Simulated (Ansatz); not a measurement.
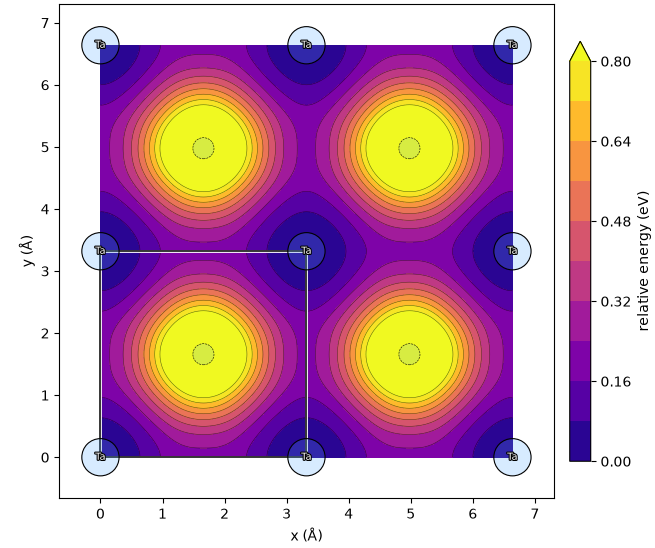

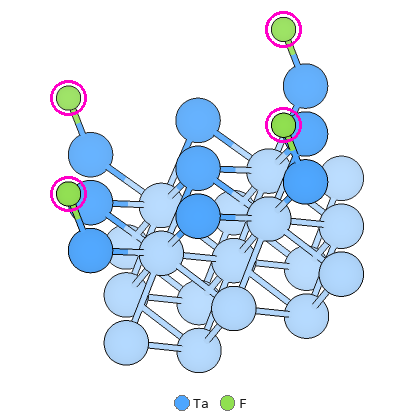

Energy landscape of F on a Ta(100) slab cut from the Im-3m phase, its upper half relaxed before the scan (16 atoms of substrate and one adsorbate in a 2 × 2 cell). 
- F is moved over the surface cell; relaxed at each place: the height of the adsorbate's atoms; substrate rigid; the origin of the map has the adsorbate above Ta13.
- Places are given modulo a cell vector. The map is drawn in real space over the plane of the surface.
- The grid has 8 × 8 points; 15 points were computed and 49 follow by symmetry.
- Places are given in fractions of the 1 × 1 surface cell.
- All energies are given in eV relative to the lowest grid point.
- Computed with DFT PBE, scalar-relativistic, plane waves, PAW in Ansatz 0.2.0. Settings: cutoff 420 eV, k-mesh 4×4×1, gaussian smearing 0.1 eV, no spin polarisation.

In the figure: filled contours, labelled circles for the atoms of the top layer and small ones for the second layer, the outline of one cell of the 2 × 2 shown, one colour for all values above the top of the scale. Between grid points the surface is interpolated. The second picture is the structure at the lowest point; rings mark the moved atoms.

Question: What does the map say about the system?

Answer: The lowest grid point is at the top site over a surface Ta atom, (0/8, 0/8) of the cell vectors. The highest grid point, a fourfold hollow over a second-layer Ta atom, (4/8, 4/8) of the cell vectors, lies 1.17 eV above the lowest. On the interpolated surface the easiest way out of the lowest well to its copy in the next cell or period passes a barrier of about 0.22 eV. At the lowest point the adsorbate has 1 Ta at 1.93 Å as nearest neighbours, at the highest 5 Ta at 2.56 Å. Its relaxed height above the top atom is 1.93 Å at the lowest and 1.03 Å at the highest point.

The values on the grid:

```csv
"second ↓, first →",0/8,1/8,2/8,3/8,4/8,5/8,6/8,7/8
7/8,0.04,0.08,0.19,0.31,0.35,0.31,0.19,0.08
6/8,0.13,0.19,0.36,0.57,0.68,0.57,0.36,0.19
5/8,0.21,0.31,0.57,0.90,1.03,0.90,0.57,0.31
4/8,0.22,0.35,0.68,1.03,1.17,1.03,0.68,0.35
3/8,0.21,0.31,0.57,0.90,1.03,0.90,0.57,0.31
2/8,0.13,0.19,0.36,0.57,0.68,0.57,0.36,0.19
1/8,0.04,0.08,0.19,0.31,0.35,0.31,0.19,0.08
0/8,0.00,0.04,0.13,0.21,0.22,0.21,0.13,0.04
```

Time for the 15 points that were run: 23 min on 4 threads of Intel(R) Xeon(R) Platinum 8175M CPU @ 2.50GHz (Skylake/Cascade Lake) (shared host).

PAW datasets: the set soft_1.
